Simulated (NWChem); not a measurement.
# CH3AlO (SMILES [H][Al]([H])([H])<-[C-]#[O+]) at UM08-HX/DGauss-DZVP (density fitting with weigend coulomb fitting, esp resp)

What is the vertical ionisation energy of CH3AlO at UM08-HX/DGauss-DZVP (density fitting with weigend coulomb fitting, esp resp)? 

Program for the calculation: NWChem 7.3.0.

## (1) Starting point

CH3AlO has 6 atoms, charge 0, and is taken as a singlet. SMILES: `[H][Al]([H])([H])<-[C-]#[O+]`. Geometry: a GFN2-xTB relaxation, a rough one for these elements and not checked as a minimum.

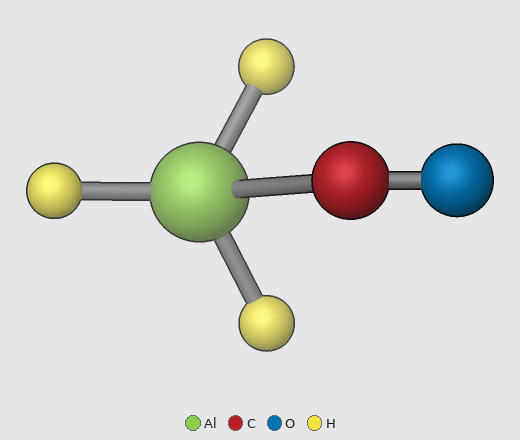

The structure, seen from a chosen angle (aluminium green, carbon red, oxygen blue, hydrogen yellow).

## (2) A single-point energy at UM08-HX/DGauss-DZVP (density fitting with weigend coulomb fitting, esp resp)

File ch3alo.nw:

```
start ch3alo
memory 2200 mb
geometry units angstrom
   zmatrix
     Al
     C 1 r2
     O 2 r3 1 a3
     H 1 r4 2 a4 3 d4
     H 1 r5 4 a5 2 d5
     H 1 r6 5 a6 4 d6
   variables
     r2 2.093612
     r3 1.1255
     a3 141.15539
     r4 1.576752
     a4 78.41573
     d4 -62.07753
     r5 1.544892
     a5 118.13175
     d5 133.5215
     r6 1.576944
     a6 118.13178
     d6 -157.66105
   end
end
basis spherical bse
   Al library DGauss-DZVP
   C library DGauss-DZVP
   O library DGauss-DZVP
   H library DGauss-DZVP
end
basis "cd basis" spherical
   Al library "weigend coulomb fitting"
   C library "weigend coulomb fitting"
   O library "weigend coulomb fitting"
   H library "weigend coulomb fitting"
end
dft
   xc m08-hx
   odft
   grid coarse
   convergence energy 1e-06
   print medium
end
esp
   restrain
   recalculate
end
task dft energy
task esp
```

Started as:

```bash
$ nwchem ch3alo.nw > ch3alo.out
```

The log of the run:

```text
[...]
          Wavefunction type:  spin polarized.
          No. of atoms     :     6
          No. of electrons :    30
[...]
          Charge           :     0
          Spin multiplicity:     1
[...]
          AO basis - number of functions:    52
[...]
              XC Information
              --------------
                       M08-HX Method XC Functional
                     Hartree-Fock (Exact) Exchange  0.522
                        M08-HX gradient correction  1.000
                      M08-HX Correlation Potential  1.000
[...]
 d= 0,ls=0.0,diis     1   -357.3737841341 -4.39D+02  8.59D-03  1.24D-01     1.0
[...]
 d= 0,ls=0.0,diis     7   -357.4392144568 -9.94D-08  1.58D-06  4.42D-09     4.3
[...]
         Total DFT energy =     -357.439214456823
      One electron energy =     -653.792510178811
           Coulomb energy =      248.350956614247
    Exchange-Corr. energy =      -33.514911354555
 Nuclear repulsion energy =       81.517250462295
[...]
      <S2> =      0.0000 (Exact =     0.0000)
[...]
 Dipole moment                                  0.718797    0.718527    0.718527
 Quadrupole moment Qxx                         -2.605096   -2.592724   -2.592724
                   Qyy                         -0.354724   -0.342080   -0.342080
                   Qzz                          2.959820    2.934804    2.934804
[...]
```

Wall time 5.7 s (1 thread of AMD EPYC 7R43 (Zen 3), shared host); peak memory 0.12 GiB.

## (3) The doublet cation

File a.nw:

```
start a
memory total 2200 mb
charge 1
geometry units angstroms noautosym nocenter noautoz
   Al   -0.199510   -0.012510   -0.765670
   C     0.178800    0.454460    1.239830
   O     0.582630   -0.003390    2.185370
   H     1.364860   -0.193790   -0.688020
   H    -0.782320    0.784950   -1.953560
   H    -1.144460   -1.029730   -0.017950
end
basis "ao basis" spherical bse
   * library DGauss-DZVP
end
basis "cd basis" spherical
   * library "weigend coulomb fitting"
end
dft
   xc m08-hx
   mult 2
   grid coarse
   convergence energy 1e-06
   iterations 150
end
esp
   restrain
   recalculate
end
task dft energy
task esp
```

Started as:

```bash
$ nwchem a.nw > a.out
```

The log of the run:

```text
[...]
          Wavefunction type:  spin polarized.
          No. of atoms     :     6
          No. of electrons :    29
[...]
          Charge           :     1
          Spin multiplicity:     2
[...]
          AO basis - number of functions:    52
[...]
              XC Information
              --------------
                       M08-HX Method XC Functional
                     Hartree-Fock (Exact) Exchange  0.522
                        M08-HX gradient correction  1.000
                      M08-HX Correlation Potential  1.000
[...]
 d= 0,ls=0.0,diis     1   -356.8834287988 -4.38D+02  1.32D-02  3.47D-01     1.0
[...]
 d= 0,ls=0.0,diis    10   -357.0364642750 -1.72D-07  5.15D-06  1.94D-08     5.9
[...]
         Total DFT energy =     -357.036464275010
      One electron energy =     -646.506584911053
           Coulomb energy =      241.123024833597
    Exchange-Corr. energy =      -33.170150361136
 Nuclear repulsion energy =       81.517246163582
[...]
      <S2> =      0.7659 (Exact =     0.7500)
[...]
 Dipole moment                                  0.147559    0.142757    0.142757
 Quadrupole moment Qxx                         -4.505257   -4.497962   -4.497962
                   Qyy                         -4.042262   -4.051801   -4.051801
                   Qzz                          8.547519    8.549763    8.549763
[...]
```

It took 7.2 s on 1 thread of AMD EPYC 7R43 (Zen 3), shared host; peak memory 0.11 GiB.

## (4) Results

Level: UM08-HX/DGauss-DZVP (density fitting with weigend coulomb fitting, esp resp).

| quantity | value |
| --- | --- |
| singlet CH3AlO: total energy | -357.43921 Eh |
| singlet CH3AlO: dipole moment | 1.75 D |
| singlet CH3AlO: HOMO energy | -9.55 eV |
| singlet CH3AlO: LUMO energy | -1.19 eV |
| singlet CH3AlO: HOMO–LUMO gap | 8.36 eV |
| doublet cation: total energy | -357.03646 Eh |
| doublet cation: HOMO energy (highest over α and β) | -15.91 eV |
| doublet cation: LUMO energy (lowest over α and β) | -12.46 eV |
| doublet cation: ⟨S²⟩ | 0.766 |
| vertical ionisation energy (to the doublet cation) | 10.959 eV |

In words: The vertical ionisation energy comes to 10.96 eV (253 kcal/mol). The negative HOMO energy of the first species, 9.55 eV, lies 1.41 eV below that difference.
